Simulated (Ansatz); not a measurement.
```yaml
atoms:
  - { symbol: Si, position_ang: [-0.5495, 0.4715, 0.3482] }
  - { symbol: H, position_ang: [4.0669, -0.2387, -0.3144] }
  - { symbol: C, position_ang: [-1.0162, -1.2700, 0.9395] }
  - { symbol: C, position_ang: [-0.8653, 0.6871, -1.4988] }
  - { symbol: H, position_ang: [-1.3570, 1.4755, 1.1346] }
  - { symbol: H, position_ang: [3.3456, -0.0018, -0.1923] }
  - { symbol: O, position_ang: [1.1082, 0.7800, 0.5654] }
  - { symbol: H, position_ang: [-2.1002, -1.4598, 0.7883] }
  - { symbol: H, position_ang: [-0.8046, -1.4066, 2.0208] }
  - { symbol: H, position_ang: [-0.4523, -2.0474, 0.3831] }
  - { symbol: H, position_ang: [-1.9390, 0.5371, -1.7365] }
  - { symbol: H, position_ang: [-0.5790, 1.7045, -1.8347] }
  - { symbol: H, position_ang: [-0.2780, -0.0452, -2.0907] }
  - { symbol: H, position_ang: [1.4207, 0.8137, 1.4877] }
```

Method: Ansatz 0.2.0, RKS BLYP/def2-SVP.

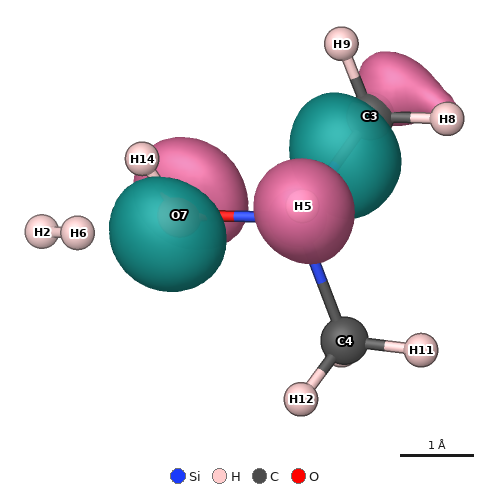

C2H8OSi···H2. The HOMO at ±0.15 Å⁻³ᐟ² (teal and pink are the two phases), seen at a tilt.

Question: Where does this orbital lie, and at what energy?

Answer: It lies mainly on O7 (about 50 %), C3 (about 15 %), Si1 (about 15 %) and H5 (about 10 %). Its energy is −6.46 eV.
